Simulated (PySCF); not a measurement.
Nido-B5H9 (SiH3 for H, site a on B) (B$_{5}$H$_{11}$Si).

Method: B3LYP/cc-pVDZ; geometry: GFN2-xTB; program: PySCF. No frequency check shows the geometry to be a minimum. Without diffuse functions Rydberg states are missing, so the states' numbers hold for this basis only.

Cartesian coordinates (Å):

```
B1       1.1120    1.2913    0.1648
B2      -0.2094    0.0016    0.2626
B3       1.0191    0.0013   -0.9359
B4       2.3888   -0.0041    0.0769
B5       1.1071   -1.2903    0.1591
H6       1.0956    2.4487   -0.0271
Si7     -2.1464    0.0009   -0.0127
H8      -2.9015    0.4456    1.1872
H9      -2.7026   -1.3369   -0.2928
H10     -2.6484    0.8748   -1.0853
H11      0.9363    0.0051   -2.1052
H12      3.5316   -0.0079   -0.1873
H13      1.0768   -2.4480   -0.0276
H14      0.1594    0.9870    1.0796
H15      0.1441   -0.9724    1.0828
H16      2.1307   -0.9971    0.9578
H17      2.1391    0.9887    0.9581
```

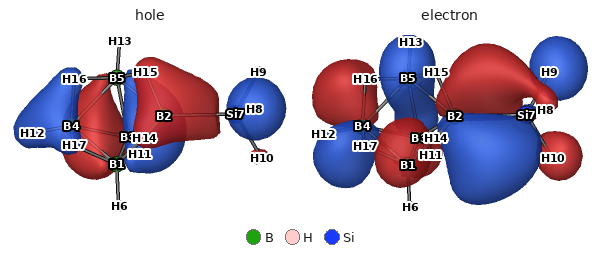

Leading natural transition orbital pair of S₃ (TDA singlet states); the surfaces enclose about 78 % of each orbital's density.

> Where does the state lie, and where do hole and electron sit?

6.94 eV (179 nm), f = 0.002; the leading pair carries 98 %; hole on B3 (23 %), B2 (19 %) and B4 (17 %), electron on Si7 (21 %), B2 (18 %) and B1 and B4 (9 % each); their centroids lie 0.6 Å apart. In canonical orbitals it is mainly HOMO → LUMO+1 (96 %). The HOMO–LUMO gap is 7.18 eV.
